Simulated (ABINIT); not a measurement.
**SrTiO3 (Tausonite): G0W0 with ABINIT, start to end**

Aim: the G0W0 gap of SrTiO3 (Tausonite) on PBE, step by step.

Program: ABINIT 10.8.3. Level of theory: PBE and many-body steps on it, plane waves. Results are calculated unless marked as measured.

**Experimental background.**

- Gap 3.77 eV: direct gap (M0 critical point); spectroscopic ellipsometry, second-derivative fit; 300 K; bulk crystal (commercial single crystal) (“Optical probe of ferroelectric order in bulk and thin film perovskite titanates”, 2013, arxiv:1309.1245).

## 1. Starting point

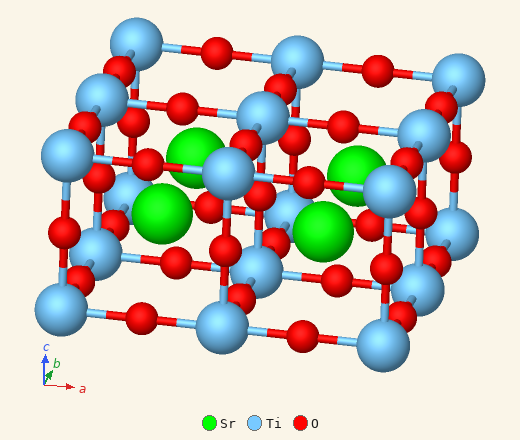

Start, viewed slightly off an axis; strontium green, titanium blue, oxygen red. 2×2×1 cells are drawn. Some periodic images of atoms are drawn too.

The cell and positions come from the Crystallography Open Database and are kept as given unless a step says otherwise.

## 2. Ground state

This step: ABINIT 10.8.3; DFT, PBE, plane waves, norm-conserving pseudopotentials.

The ground-state density comes first.

run.abi reads:

```
acell 3*1.0 Angstrom
rprim 
  3.905280000000 0.000000000000 0.000000000000
  0.000000000000 3.905280000000 0.000000000000
  0.000000000000 0.000000000000 3.905280000000
ntypat 3
znucl 38 22 8
natom 5
typat 1 2 3 3 3
xred 
  0.500000000000 0.500000000000 0.500000000000
  0.000000000000 0.000000000000 0.000000000000
  0.500000000000 0.000000000000 0.000000000000
  0.000000000000 0.500000000000 0.000000000000
  0.000000000000 0.000000000000 0.500000000000
pp_dirpath "pseudos"
pseudos "Sr.upf, Ti.upf, O.upf"
ecut 38
ngkpt 6 6 6
nshiftk 1
shiftk 0 0 0
kptopt 1
chksymbreak 0
nband 26
occopt 1
tolvrs 1e-10
nstep 60
prtwf 0
indata_prefix "in"
outdata_prefix "out"
tmpdata_prefix "tmp"
```

Started as:

```sh
$ OMP_NUM_THREADS=1 mpirun -n 4 abinit run.abi > log
```

Numbers of over 12 decimals in the logs are rounded to 6 here.

The log of the run:

```text
.Version 10.8.3 of ABINIT. v10.8.2 released Aug 2026.

 Symmetries : space group Pm -3 m (#221); Bravais cP (primitive cubic)
================================================================================
 Values of the parameters that define the memory need of the present run
     intxc =       0    ionmov =       0      iscf =       7    lmnmax =       6
     lnmax =       6     mgfft =      45  mpssoang =       3    mqgrid =    3001
     natom =       5  nloc_mem =       1    nspden =       1   nspinor =       1
    nsppol =       1      nsym =      48    n1xccc =    2501    ntypat =       3
    occopt =       1   xclevel =       2
-    mband =          26        mffmem =           1         mkmem =           5
       mpw =        4525          nfft =       91125          nkpt =          20
================================================================================
  Rough estimation (10% accuracy) of disk space for files :
================================================================================

--------------------------------------------------------------------------------
------------- Echo of variables that govern the present computation ------------
--------------------------------------------------------------------------------
 -outvars: echo values of preprocessed input variables --------
            acell      1.8897261259E+00  1.8897261259E+00  1.8897261259E+00 Bohr

      chksymbreak           0
             ecut      3.80000000E+01 Hartree
-          fftalg         312

              ixc     -101130
              kpt      0.00000000E+00  0.00000000E+00  0.00000000E+00
                       1.66666667E-01  0.00000000E+00  0.00000000E+00
                       3.33333333E-01  0.00000000E+00  0.00000000E+00
                       5.00000000E-01  0.00000000E+00  0.00000000E+00
                       1.66666667E-01  1.66666667E-01  0.00000000E+00
                       3.33333333E-01  1.66666667E-01  0.00000000E+00
                       5.00000000E-01  1.66666667E-01  0.00000000E+00
                       3.33333333E-01  3.33333333E-01  0.00000000E+00
                       5.00000000E-01  3.33333333E-01  0.00000000E+00
   [... 9 further rows ...]
                       5.00000000E-01  5.00000000E-01  3.33333333E-01
                       5.00000000E-01  5.00000000E-01  5.00000000E-01
         kptrlatt        6    0    0      0    6    0      0    0    6
          kptrlen      4.42794579E+01
P           mkmem           5
            natom           5
            nband          26
            ngfft          45      45      45
             nkpt          20
            nstep          60
             nsym          48
           ntypat           3
              occ      2.000000  2.000000  2.000000  2.000000  2.000000  2.000000
                       2.000000  2.000000  2.000000  2.000000  2.000000  2.000000
                       2.000000  2.000000  2.000000  2.000000  2.000000  2.000000
                       2.000000  2.000000  0.000000  0.000000  0.000000  0.000000
                       0.000000  0.000000
            prtwf           0
            rprim      3.9052800000E+00  0.0000000000E+00  0.0000000000E+00
[...]
spgroup         221

           tolvrs      1.00000000E-10

             xred      5.0000000000E-01  5.0000000000E-01  5.0000000000E-01
[...]
znucl       38.00000   22.00000    8.00000

================================================================================

 chkinp: Checking input parameters for consistency.

================================================================================
== DATASET  1 ==================================================================
-   mpi_nproc: 4, omp_nthreads: 1 (-1 if OMP is not activated)

--- !DatasetInfo
iteration_state: {dtset: 1, }
dimensions: {natom: 5, nkpt: 20, mband: 26, nsppol: 1, nspinor: 1, nspden: 1, mpw: 4525, }
cutoff_energies: {ecut:  38.0, pawecutdg:  -1.0, }
electrons: {nelect:   4.00000000E+01, charge:   0.00000000E+00, occopt:   1.00000000E+00, tsmear:   1.00000000E-02, }

 Real(R)+Recip(G) space primitive vectors, cartesian coordinates (Bohr,Bohr^-1):
 R(1)=  7.3799096  0.0000000  0.0000000  G(1)=  0.1355030  0.0000000  0.0000000
 R(2)=  0.0000000  7.3799096  0.0000000  G(2)=  0.0000000  0.1355030  0.0000000
 R(3)=  0.0000000  0.0000000  7.3799096  G(3)=  0.0000000  0.0000000  0.1355030
 Unit cell volume ucvol=  4.0193251E+02 bohr^3
 Angles (23,13,12)=  9.00000000E+01  9.00000000E+01  9.00000000E+01 degrees

 getcut: wavevector=  0.0000  0.0000  0.0000  ngfft=  45  45  45
         ecut(hartree)=     38.000   => boxcut(ratio)=   2.14855

--- Pseudopotential description ------------------------------------------------
- Sr Generated using ONCVPSP code by D. R. Hamann
- 38.00000  10.00000  171031                  znucl, zion, pspdat
12 -101130 2 -1 1834                          pspcod,pspxc,lmax,lloc,mmax
     nproj     2     2     2
  pspatm : epsatm=   12.84204793
         --- l  ekb(1:nproj) -->
[...]
pspatm: atomic psp has been read  and splines computed

- Ti Generated using ONCVPSP code by D. R. Hamann
- 22.00000  12.00000  171031                  znucl, zion, pspdat
12 -101130 2 -1 1586                          pspcod,pspxc,lmax,lloc,mmax
[...]
ETOT  6  -143.53667094116    -1.177E-02 2.378E-03 2.084E+01
 ETOT  7  -143.54052405821    -3.853E-03 9.859E-03 1.503E+00
 ETOT  8  -143.54082156406    -2.975E-04 1.867E-03 1.093E-01
 ETOT  9  -143.54084400344    -2.244E-05 4.528E-03 3.528E-04
 ETOT 10  -143.54084405617    -5.273E-08 1.489E-03 1.322E-04
 ETOT 11  -143.54084407869    -2.251E-08 1.326E-03 4.309E-06
 ETOT 12  -143.54084407962    -9.340E-10 9.459E-04 1.902E-09
 ETOT 13  -143.54084407962    -2.785E-12 1.805E-03 8.134E-10
 ETOT 14  -143.54084407963    -5.002E-12 1.226E-03 2.542E-12

 At SCF step   14       vres2   =  2.54E-12 < tolvrs=  1.00E-10 =>converged.

 Cartesian components of stress tensor (hartree/bohr^3)
  sigma(1 1)= -1.16965023E-04  sigma(3 2)=  0.00000000E+00
  sigma(2 2)= -1.16965023E-04  sigma(3 1)=  0.00000000E+00
  sigma(3 3)= -1.16965023E-04  sigma(2 1)=  0.00000000E+00

--- !ResultsGS
iteration_state: {dtset: 1, }
comment   : Summary of ground state results
lattice_vectors:
- [  7.3799096,   0.0000000,   0.0000000, ]
- [  0.0000000,   7.3799096,   0.0000000, ]
- [  0.0000000,   0.0000000,   7.3799096, ]
lattice_lengths: [   7.37991,    7.37991,    7.37991, ]
lattice_angles: [ 90.000,  90.000,  90.000, ] # degrees, (23, 13, 12)
lattice_volume:   4.0193251E+02
convergence: {deltae: -5.002E-12, res2:  2.542E-12, residm:  1.226E-03, diffor: null, }
etotal    :  -1.43540844E+02
entropy   :   0.00000000E+00
fermie    :   2.54497182E-01
cartesian_stress_tensor: # hartree/bohr^3
- [ -1.16965023E-04,   0.00000000E+00,   0.00000000E+00, ]
- [  0.00000000E+00,  -1.16965023E-04,   0.00000000E+00, ]
- [  0.00000000E+00,   0.00000000E+00,  -1.16965023E-04, ]
pressure_GPa:   3.4412E+00
xred      :
- [  5.0000E-01,   5.0000E-01,   5.0000E-01, Sr]
- [  0.0000E+00,   0.0000E+00,   0.0000E+00, Ti]
- [  5.0000E-01,   0.0000E+00,   0.0000E+00,  O]
- [  0.0000E+00,   5.0000E-01,   0.0000E+00,  O]
- [  0.0000E+00,   0.0000E+00,   5.0000E-01,  O]
cartesian_forces: # hartree/bohr
- [ -0.00000000E+00,  -0.00000000E+00,  -0.00000000E+00, ]
- [ -0.00000000E+00,  -0.00000000E+00,  -0.00000000E+00, ]
- [ -0.00000000E+00,  -0.00000000E+00,  -0.00000000E+00, ]
- [ -0.00000000E+00,  -0.00000000E+00,  -0.00000000E+00, ]
- [ -0.00000000E+00,  -0.00000000E+00,  -0.00000000E+00, ]
force_length_stats: {min:   0.00000000E+00, max:   0.00000000E+00, mean:   0.00000000E+00, }

 Integrated electronic density in atomic spheres:
 ------------------------------------------------
 Atom  Sphere_radius  Integrated_density
[...]
================================================================================

 ----iterations are completed or convergence reached----

 Mean square residual over all n,k,spin=   83.496E-07; max=  12.261E-04
 reduced coordinates (array xred) for    5 atoms
       0.500000000000      0.500000000000      0.500000000000
       0.000000000000      0.000000000000      0.000000000000
       0.500000000000      0.000000000000      0.000000000000
       0.000000000000      0.500000000000      0.000000000000
       0.000000000000      0.000000000000      0.500000000000
 rms dE/dt=  0.0000E+00; max dE/dt=  0.0000E+00; dE/dt below (all hartree)
    1       0.000000000000      0.000000000000      0.000000000000
    2       0.000000000000      0.000000000000      0.000000000000
    3       0.000000000000      0.000000000000      0.000000000000
    4       0.000000000000      0.000000000000      0.000000000000
    5       0.000000000000      0.000000000000      0.000000000000

 cartesian coordinates (angstrom) at end:
    1      1.952640     1.952640     1.952640
    2      0.000000     0.000000     0.000000
    3      1.952640     0.000000     0.000000
    4      0.000000     1.952640     0.000000
    5      0.000000     0.000000     1.952640

 cartesian forces (hartree/bohr) at end:
[...]
frms,max,avg= 0.0000000E+00 0.0000000E+00   0.000E+00  0.000E+00  0.000E+00 h/b

 cartesian forces (eV/Angstrom) at end:
    1     -0.000000    -0.000000    -0.000000
    2     -0.000000    -0.000000    -0.000000
    3     -0.000000    -0.000000    -0.000000
    4     -0.000000    -0.000000    -0.000000
    5     -0.000000    -0.000000    -0.000000
 frms,max,avg= 0.0000000E+00 0.0000000E+00   0.000E+00  0.000E+00  0.000E+00 e/A
 length scales=  1.889726125908  1.889726125908  1.889726125908 bohr
              =  1.000000000000  1.000000000000  1.000000000000 angstroms
 prteigrs : about to open file out_EIG
 Fermi (or HOMO) energy (hartree) =   0.25450   Average Vxc (hartree)=  -0.42036
 Eigenvalues (hartree) for nkpt=  20  k points:
 kpt#   1, nband= 26, wtk=  0.00463, kpt=  0.0000  0.0000  0.0000 (reduced coord)
  -1.81815   -0.94790   -0.94625   -0.94625   -0.94625   -0.38343   -0.34734   -0.34734
  -0.28601   -0.28601   -0.28601    0.15118    0.15118    0.15118    0.21165    0.21165
   0.21165    0.24145    0.24145    0.24145    0.32460    0.32460    0.32460    0.41575
   0.41576    0.45510
 prteigrs : prtvol=0 or 1, do not print more k-points.

--- !EnergyTerms
iteration_state     : {dtset: 1, }
comment             : Components of total free energy in Hartree
kinetic             :  6.54542980228912E+01
hartree             :  3.02029718585673E+01
xc                  : -2.97726453297862E+01
Ewald energy        : -1.06245779347251E+02
psp_core            :  4.58881612978461E+00
local_psp           : -1.06039726698925E+02
non_local_psp       : -1.72877871490931E+00
total_energy        : -1.43540844079629E+02
total_energy_eV     : -3.90594535032491E+03
band_energy         : -1.20259377884534E+01

 Cartesian components of stress tensor (hartree/bohr^3)
  sigma(1 1)= -1.16965023E-04  sigma(3 2)=  0.00000000E+00
  sigma(2 2)= -1.16965023E-04  sigma(3 1)=  0.00000000E+00
  sigma(3 3)= -1.16965023E-04  sigma(2 1)=  0.00000000E+00

-Cartesian components of stress tensor (GPa)         [Pressure=  3.4412E+00 GPa]
- sigma(1 1)= -3.44122979E+00  sigma(3 2)=  0.00000000E+00
- sigma(2 2)= -3.44122979E+00  sigma(3 1)=  0.00000000E+00
- sigma(3 3)= -3.44122979E+00  sigma(2 1)=  0.00000000E+00

== END DATASET(S) ==============================================================
================================================================================

 -outvars: echo values of variables after computation  --------
           etotal     -1.4354084408E+02
            nband          26
             nkpt          20
          spgroup         221
 [... the other variables as echoed above ...]

 Calculation completed.
```

Elapsed: 41 s, on 4 MPI ranks of Arm Neoverse V1, shared host; peak memory 0.34 GiB.

Numbers from this step:

```
total energy               : -3905.9454 eV
gap                        : 1.908 eV
k of the valence top       : 0.5, 0.5, 0.5
k of the conduction bottom : 0, 0, 0
least direct gap           : 2.263 eV
pressure                   : 3.441 GPa
```

The gap is indirect, with the least direct gap 0.36 eV higher.

The cutoff was set for levels, not for stress, so the pressure can be off by some GPa.

## 3. Empty states on the mesh, 4×4×4 mesh, 124 bands

The sums over transitions need many empty states on a uniform mesh; this step solves for them.

run.abi: that of step 2 with these lines changed.

```diff
@@ -18,3 +18,3 @@
 ecut 38
-ngkpt 6 6 6
+ngkpt 4 4 4
 nshiftk 1
@@ -23,7 +23,10 @@
 chksymbreak 0
-nband 26
+irdden 1
+istwfk *1
+nband 124
+prtvol 0
+optdriver 6
+gwr_task "HDIAGO"
+paral_kgb 0
 occopt 1
-tolvrs 1e-10
-nstep 60
-prtwf 0
 indata_prefix "in"
```

The log of the run:

```text
[banner, memory and clock lines left out]
.Version 10.8.3 of ABINIT. v10.8.2 released Aug 2026.

 Symmetries : space group Pm -3 m (#221); Bravais cP (primitive cubic)
[... echo of the input left out ...]
== DATASET  1 ==================================================================
-   mpi_nproc: 4, omp_nthreads: 1 (-1 if OMP is not activated)

--- !DatasetInfo
iteration_state: {dtset: 1, }
dimensions: {natom: 5, nkpt: 10, mband: 124, nsppol: 1, nspinor: 1, nspden: 1, mpw: 4632, }
cutoff_energies: {ecut:  38.0, pawecutdg:  -1.0, }
electrons: {nelect:   4.00000000E+01, charge:   0.00000000E+00, occopt:   1.00000000E+00, tsmear:   1.00000000E-02, }

.Using double precision arithmetic; gwpc =  8

- Reading GS density from: in_DEN

--- Pseudopotential description ------------------------------------------------
- Sr Generated using ONCVPSP code by D. R. Hamann
- 38.00000  10.00000  171031                  znucl, zion, pspdat
12 -101130 2 -1 1834                          pspcod,pspxc,lmax,lloc,mmax
     nproj     2     2     2
  pspatm : epsatm=   12.84204793
         --- l  ekb(1:nproj) -->
             0    9.951127    1.027824
             1    7.382610    1.665143
             2    4.168853    0.950057
 pspatm: atomic psp has been read  and splines computed

- Ti Generated using ONCVPSP code by D. R. Hamann
- 22.00000  12.00000  171031                  znucl, zion, pspdat
12 -101130 2 -1 1586                          pspcod,pspxc,lmax,lloc,mmax
     nproj     2     2     2
  pspatm : epsatm=   14.68144553
         --- l  ekb(1:nproj) -->
[...]
pspatm: atomic psp has been read  and splines computed

- O Generated using ONCVPSP code by D. R. Hamann
-  8.00000   6.00000  171031                  znucl, zion, pspdat
12 -101130 2 -1 936                           pspcod,pspxc,lmax,lloc,mmax
     nproj     2     2     1
  pspatm : epsatm=    6.19545534
         --- l  ekb(1:nproj) -->
             0    6.056735    0.824024
             1   -4.717130   -1.149271
             2   -1.331955
 pspatm: atomic psp has been read  and splines computed

   1.84439438E+03                                ecore*ucvol(ha*bohr**3)

 Total charge density [el/Bohr^3]
)     Maximum=    1.3479E+00  at reduced coord.    0.0000    0.0000    0.9111
)     Minimum=    5.0390E-03  at reduced coord.    0.4889    0.4889    0.0000
   Integrated=    4.0000E+01

 === KS gaps after direct diagonalization ===
 Indirect band gap semiconductor
 Fundamental gap:     1.908 (eV)
   VBM:     6.925 (eV) at k: [ 5.0000E-01,  5.0000E-01,  5.0000E-01]
   CBM:     8.833 (eV) at k: [ 0.0000E+00,  0.0000E+00,  0.0000E+00]
 Direct gap:         2.263 (eV) at k: [ 0.0000E+00,  0.0000E+00,  0.0000E+00]

== END DATASET(S) ==============================================================

 -outvars: echo values of variables after computation  --------
           etotal      0.0000000000E+00
            nband         124
             nkpt          10
          spgroup         221
 [... the other variables as echoed above ...]

 Calculation completed.
```

Elapsed: 3.5 min, on 4 MPI ranks; peak memory 4.6 GiB.

This step gave:

```yaml
gap: 1.908 eV
k_of_the_valence_top: 0.5, 0.5, 0.5
k_of_the_conduction_bottom: 0, 0, 0
least_direct_gap: 2.263 eV
k_points_computed: 10
lowest_point_of_the_top_converged_band_above_the_valence_top: 67.7974 eV
```

On this mesh the gap is 1.908 eV.

## 4. Screening, 4×4×4 mesh, 116 bands, screening to 136.1 eV

The RPA dielectric matrix is built and inverted for each q.

This step: RPA screening on PBE, plane waves, norm-conserving pseudopotentials.

run.abi: that of step 3 with these lines changed.

```diff
@@ -23,10 +23,11 @@
 chksymbreak 0
-irdden 1
 istwfk *1
-nband 124
-prtvol 0
-optdriver 6
-gwr_task "HDIAGO"
-paral_kgb 0
 occopt 1
+irdwfk 1
+optdriver 3
+nband 116
+ecuteps 5
+inclvkb 2
+awtr 1
+symchi 1
 indata_prefix "in"
```

The log of the run:

```text
.Version 10.8.3 of ABINIT. v10.8.2 released Aug 2026.

 Symmetries : space group Pm -3 m (#221); Bravais cP (primitive cubic)
[... echo of the input left out ...]
== DATASET  1 ==================================================================
-   mpi_nproc: 4, omp_nthreads: 1 (-1 if OMP is not activated)

--- !DatasetInfo
iteration_state: {dtset: 1, }
dimensions: {natom: 5, nkpt: 10, mband: 116, nsppol: 1, nspinor: 1, nspden: 1, mpw: 4632, }
cutoff_energies: {ecut:  38.0, pawecutdg:  -1.0, }
electrons: {nelect:   4.00000000E+01, charge:   0.00000000E+00, occopt:   1.00000000E+00, tsmear:   1.00000000E-02, }

 SCREENING: Calculation of the susceptibility and dielectric matrices

 Based on a program developped by R.W. Godby, V. Olevano, G. Onida, and L. Reining.
 Incorporated in ABINIT by V. Olevano, G.-M. Rignanese, and M. Torrent.
.Using double precision arithmetic ; gwpc =  8

[... cell and pseudopotentials left out ...]
--------------------------------------------------------------------------------

 ==== K-mesh for the wavefunctions ====
 Number of points in the irreducible wedge :    10
[... list of points left out ...]
 Together with 48 symmetry operations and time-reversal symmetry
 yields    64 points in the full Brillouin Zone.

 ==== Q-mesh for the screening function ====
 Number of points in the irreducible wedge :    10
[... list of points left out ...]
 Together with 48 symmetry operations and time-reversal symmetry
 yields    64 points in the full Brillouin Zone.

 setmesh: FFT mesh size selected  =    27x   27x   27
          total number of points  =        19683

 vcoul_init : cutoff-mode = AUXILIARY_FUNCTION
 q-points for optical limit:   1
     1)      0.000010    0.000020    0.000030

- screening: taking advantage of time-reversal symmetry
- Maximum band index for partially occupied states nbvw = 20
- Remaining bands to be divided among processors   nbcw = 96
- Number of bands treated by each node ~24

 Number of electrons calculated from density =   40.0000; Expected =   40.0000
 average of density, n =  0.099519
 r_s =    1.3387
 omega_plasma =   30.4305 [eV]

 calculating chi0 at frequencies [eV] :
  1    0.000000E+00    0.000000E+00
  2    0.000000E+00    3.043050E+01

--------------------------------------------------------------------------------
  q-point number  1        q = ( 0.000000, 0.000000, 0.000000) [r.l.u.]
--------------------------------------------------------------------------------
[... chi0 elements left out ...]
 For q-point:  0.000010 0.000020 0.000030
  dielectric constant =   6.4093
  dielectric constant without local fields =   6.7680

  Average fulfillment of the sum rule on Im[epsilon] for q-point    1 :     62.67  [%]
[... wings left out ...]
  q-point number  2        q = ( 0.250000, 0.000000, 0.000000) [r.l.u.]
--------------------------------------------------------------------------------
[... chi0 elements left out ...]
  Average fulfillment of the sum rule on Im[epsilon] for q-point    2 :     74.19  [%]

 [... 8 further q-points ...]
```

The job ended after 68 s (4 MPI ranks; peak memory 1.1 GiB).

Numbers from this step:

```yaml
eps_infinity_with_local_fields_on_this_mesh_along_the_program_s_q_direction: 6.409
the_same_without_local_fields: 6.768
plasma_frequency: 30.43 eV
plane_waves_in_the_screening_matrix: 203
```

Local fields lower ε∞ by 5 %. On a Γ-centred mesh this coarse the value itself is usually too large, while a short band sum pulls it down.

[end of part 1 of 2]

[Paths, hosts, dates, memory and timing lines, banners, echoed tables and standing remarks are left out of the program output.]

[Logs are printed without paths, hosts, clocks, repeated set-up lines and the standing remarks that a program may print on its own settings, such as how far it seeks lower states.]

[Runs of the session that timed out or met a known fault of the program may be left out.]

[Hosts, paths, dates, database ids (printed as entryN), source tags and the programs' standing remarks are cut or masked in the printed files.]

[G0W0 gaps are taken among the corrected bands and points alone; a level outside them can change the order at an edge.]

[Where Ansatz stands beside ABINIT at settings called matched, ABINIT's density can come from a denser mesh and the files from another edition; pairs whose starting gaps differed by over 0.03 eV were left out, so agreement reads better than it is.]
